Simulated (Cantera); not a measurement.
A closed system holds: 1 mol SiC, 0.18 mol CO2, a varied amount of H2, held at 1125 K and 0.950 bar.

Method: chemical equilibrium by Gibbs-energy minimisation in Cantera with the NASA 1993 tables (ideal gas, pure condensed phases). Candidate condensed phases: C, C6H6, C7H8, C8H18, H2O, Si, SiC, SiO2; 123 gas species. Mutual solubility and eutectic melting of coexisting phases are not modelled. The numbers say what is thermodynamically allowed, not how fast it happens.

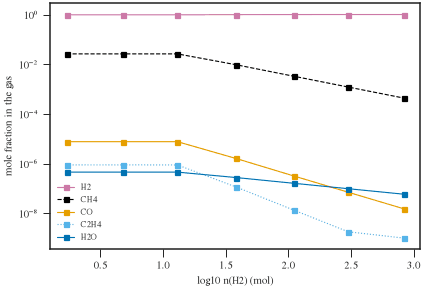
Figure: Equilibrium gas composition (values under 1e-9 drawn at 1e-9)

Read off the mole fractions at 830 mol H2.

H2 about 1.00, CH4 about 0.00043, H2O about 5.8e-8, CO about 1.5e-8.
